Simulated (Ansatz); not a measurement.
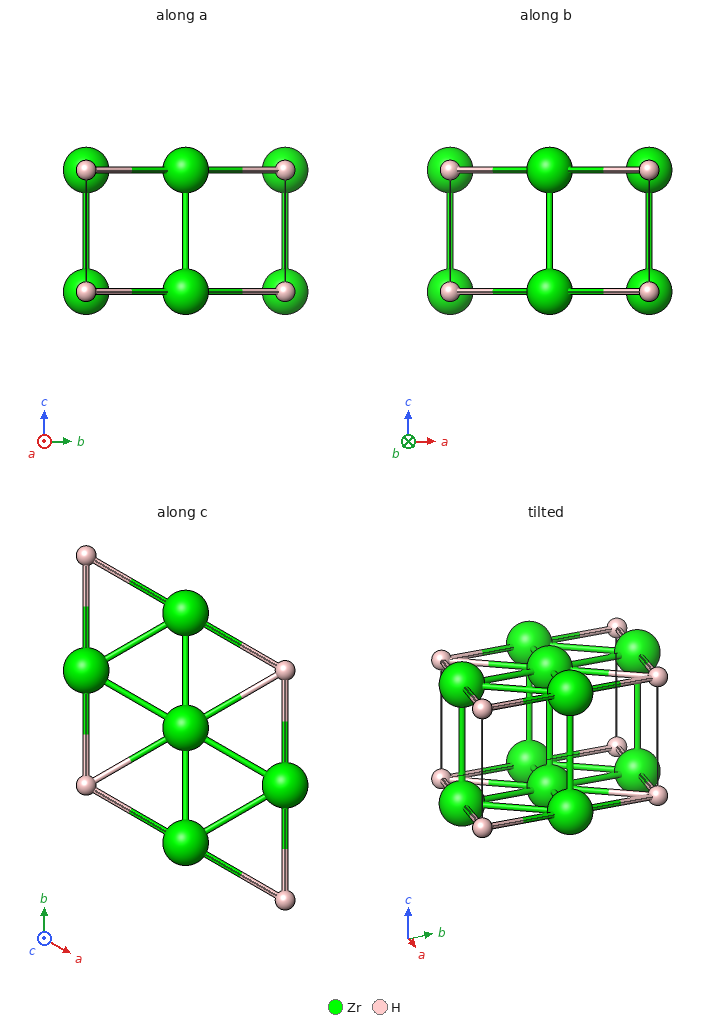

The image is a ball-and-stick drawing of a crystal, viewed along the a axis, along the b axis, along the c axis and slightly off an axis. The wireframe shows the conventional unit cell.

Lattice parameters: a = 5.656 Å, b = 5.656 Å, c = 2.996 Å, α = 90.00°, β = 90.00°, γ = 120.00°.

From the views, write a table of Wyckoff sites.

Answer. Space group P6/mmm (No. 191).
```csv
atom,site,x,y,z
Zr,3f,0.5000,0.0000,0.0000
H,1a,0.0000,0.0000,0.0000
```

Provenance: a random cell made by a generator, so it need not be a real form of the compound. It is drawn as it came out of a relaxation with DFT PBE, scalar-relativistic, plane waves, PAW (Ansatz 0.2.0).
